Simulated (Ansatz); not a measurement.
# ClH5N2Si: what the fields show

```xyz
9

Cl   -2.7501    1.2954    3.3142
N    -2.3316   -0.0974    0.3406
N    -0.5498    1.5837    1.2517
Si   -2.4577    1.2501    1.2157
H    -3.1078   -0.6766    0.0426
H    -2.9719    2.5955    0.8123
H    -0.2758    0.7049    0.7869
H    -0.2215    2.3839    0.7087
H    -0.1621    1.6271    2.1961
```

Geometry: PBE0-D3(BJ)/def2-SVP.

These are results of isolated molecule in a Gaussian basis; Kohn-Sham density functional theory, functional PBE0 in Ansatz, not measurements.

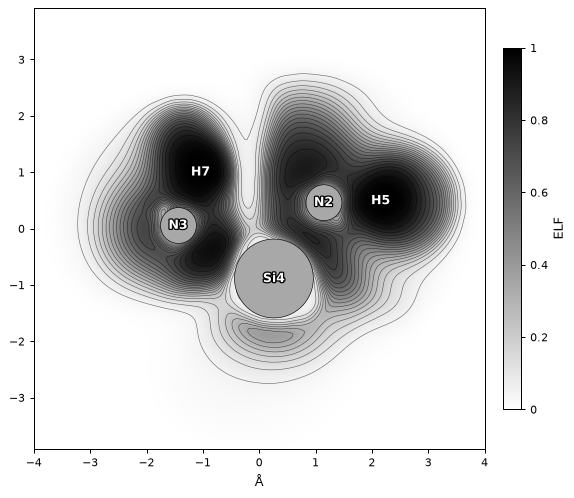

Figure 1. ELF on the plane of atoms Si4, N2 and H5. Grey discs cover the atomic cores.

**Interpret the plot.**

- Atoms in the plane: N, Si and H.
- Si–N (1.61 Å): the ELF peaks at about 0.85 between the atoms; a short, strongly polar bond.
- N–H (1.01 Å): the ELF climbs to about 1 towards the hydrogen, as it does in any bond to H (a covalent bond by its length).
- The ELF also peaks beside N2, away from the bonds: lone-pair regions.

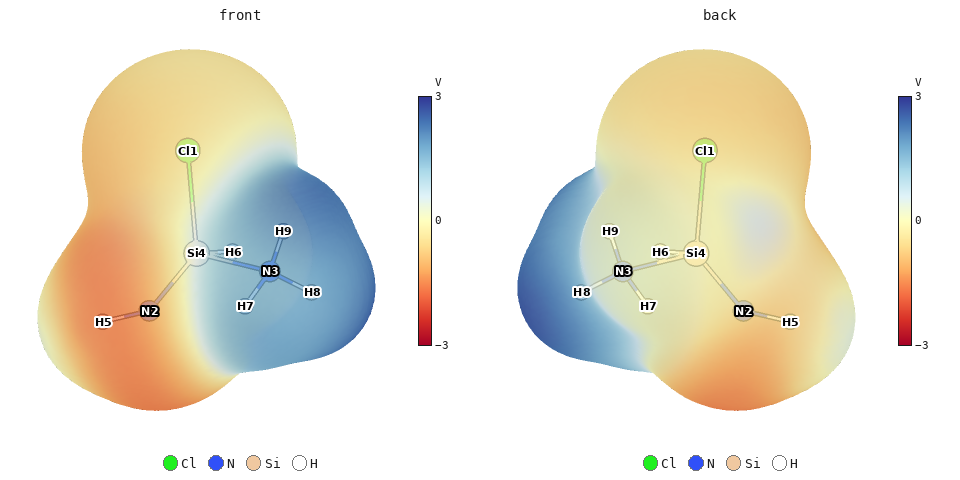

Figure 2. The electrostatic potential painted on the density surface at 0.001 e/bohr³, seen from the front and from behind; red is negative and blue positive.

**Where is the surface potential most negative and most positive?**

The most negative region (about −1.6 V) lies over N2, the most positive (about +2.6 V) over H8. N2 is the likeliest acceptor of a hydrogen bond.

**What dipole moment does the calculation give?**

Its dipole moment is 4.90 D.
